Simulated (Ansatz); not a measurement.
# H3NO (SMILES NO): HF/def2-TZVPP

What is the vertical singlet–triplet gap of H3NO at HF/def2-TZVPP? 

Program for the calculation: Ansatz 0.2.0.

54 further runs of the same task are left out: 54 set aside as unsound or not needed.

**1. The system as given**

H3NO: 5 atoms, total charge 0, spin state singlet. As SMILES, `NO`. The coordinates come from a PBE0-D4/def2-TZVP relaxation. This is one conformer, not always the lowest.

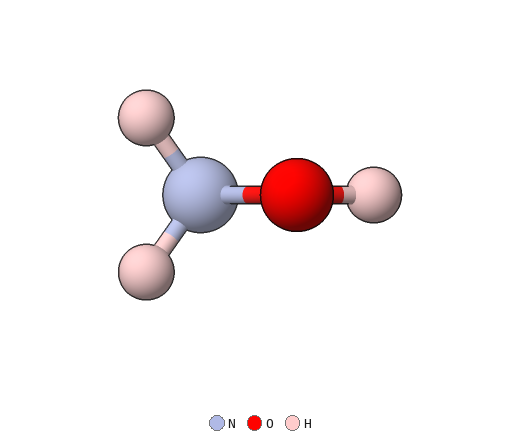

Viewed from a chosen angle; nitrogen light blue, oxygen red, hydrogen pink.

**2. The energy at HF/def2-TZVPP**

input.yaml reads:

```yaml
crystal:
  periodic: [false, false, false]
  atoms:
    - {symbol: N, position_ang: [-0.165120, -0.361290, -0.321170]}
    - {symbol: O, position_ang: [0.364460, 0.666040, 0.508060]}
    - {symbol: H, position_ang: [-0.162690, -1.190020, 0.266770]}
    - {symbol: H, position_ang: [-1.141650, -0.109840, -0.446210]}
    - {symbol: H, position_ang: [1.105010, 0.995100, -0.007440]}
basis:
  gaussian: {orbitals: def2-TZVPP}
magnetization: {spin_polarized: false, initial_magnetization: 0}
hamiltonian: {xc: hf}
accuracy: high
output: {orbitals: {seedname: orbitals}}
```

Command:

```sh
$ ansatz run input.yaml --threads 1 --pin off --max-ram 3480MiB --events-out events.jsonl --progress --plain --runs-dir runs
```

Standard output:

```text
Warning: RAYON_NUM_THREADS=1 ignored (pool sized by the plan → 1); use --threads N
Functional definition: HF
  name "HF"
  exchange = exact_x
  correlation = 0
1821 factors; integrals over basis functions are off by at most 3.5e-9 eV
mean field evaluation 1: about -3564.6831 eV, gradient 2.6e1 eV
mean field evaluation 2: about -3564.6840 eV, gradient 2.6e1 eV
mean field evaluation 4: about -3566.0083 eV, gradient 2.6e0 eV
mean field evaluation 8: about -3566.0266 eV, gradient 5.0e-4 eV
mean field -3566.02656740 eV, -131.0490592123 hartree, gradient 4.1e-8 eV, S^2 0.000000; 0 other end points of the search recorded, 0 dependent functions left out
reference -3566.02656740 eV, -131.0490592123 hartree; 9, 9 occupied and 95, 95 virtual orbitals, 1821 factors
Total energy: -3566.02656740 eV, -131.0490592123 hartree
```

Wall time 1.9 s (1 thread of Arm Neoverse V2, shared host); peak memory 0.22 GiB.

**3. The triplet**

job.yaml reads:

```yaml
basis:
  gaussian: {orbitals: def2-TZVPP}
crystal:
  periodic: [false, false, false]
  atoms:
    - {symbol: "N", position_ang: [-0.165120, -0.361290, -0.321170]}
    - {symbol: O, position_ang: [0.364460, 0.666040, 0.508060]}
    - {symbol: H, position_ang: [-0.162690, -1.190020, 0.266770]}
    - {symbol: H, position_ang: [-1.141650, -0.109840, -0.446210]}
    - {symbol: H, position_ang: [1.105010, 0.995100, -0.007440]}
accuracy: high
hamiltonian: {xc: hf}
output: {orbitals: {seedname: orbitals}}
magnetization: {spin_polarized: true, initial_magnetization: 2}
```

Command:

```sh
$ ansatz run job.yaml --threads 1 --pin off --max-ram 3480MiB --events-out events.jsonl --progress --plain --runs-dir runs
```

Standard output, cut to the lines that bear on the results:

```text
Warning: RAYON_NUM_THREADS=1 ignored (pool sized by the plan → 1); use --threads N
[... 2 set-up lines as earlier in the session ...]
[...]
1821 factors; integrals over basis functions are off by at most 3.5e-9 eV
[...]
mean field -3559.63552569 eV, -130.8141927616 hartree, gradient 2.6e-8 eV, S^2 2.009331; 4 other end points of the search recorded, 0 dependent functions left out
reference -3559.63552569 eV, -130.8141927616 hartree; 10, 8 occupied and 94, 96 virtual orbitals, 1821 factors
Total energy: -3559.63552569 eV, -130.8141927616 hartree
```

It took 9 s on 1 thread of Arm Neoverse V2, shared host; peak memory 0.25 GiB.

**4. Outcome**

At HF/def2-TZVPP:

| quantity | value |
| --- | --- |
| singlet: total energy | -131.04906 Eh |
| singlet: HOMO energy | -11.58 eV |
| singlet: LUMO energy | 3.65 eV |
| singlet: HOMO–LUMO gap | 15.24 eV |
| triplet: total energy | -130.81419 Eh |
| triplet: HOMO energy (highest over α and β) | -3.26 eV |
| triplet: LUMO energy (lowest over α and β) | -0.74 eV |
| triplet: ⟨S²⟩ | 2.009 |
| vertical energy of the triplet above the singlet | 6.391 eV |

In words: At this shape the triplet lies 6.39 eV (147 kcal/mol) above the singlet.
